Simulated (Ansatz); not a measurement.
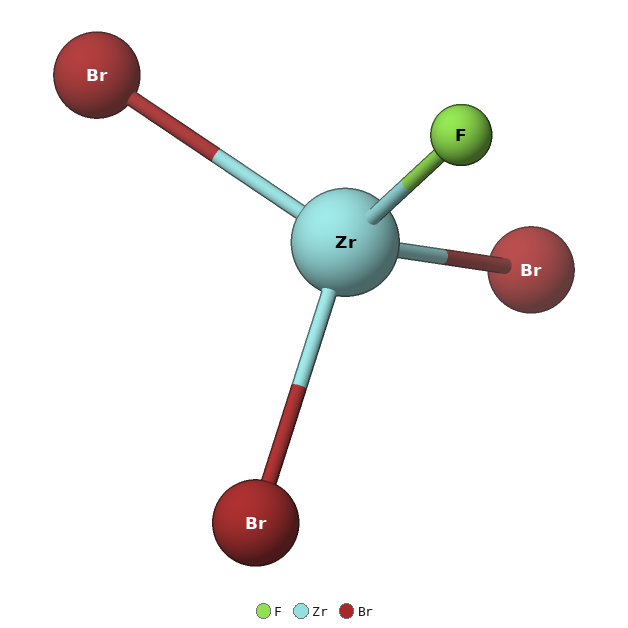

A molecule with one transition-metal atom. The species is neutral and a spin singlet. The geometry was computed by an optimisation with PBE-D4/def2-SVP. No frequency run is at hand to confirm it as a minimum.

Describe the coordination sphere.

Zr binds 4 atoms: 1 F at 1.89 Å, 3 Br at 2.49 Å. The arrangement is tetrahedral.

Give the formal oxidation state and the d-electron count.

Zr(IV), d⁰, counting the ligands as closed-shell ions or neutral donors.
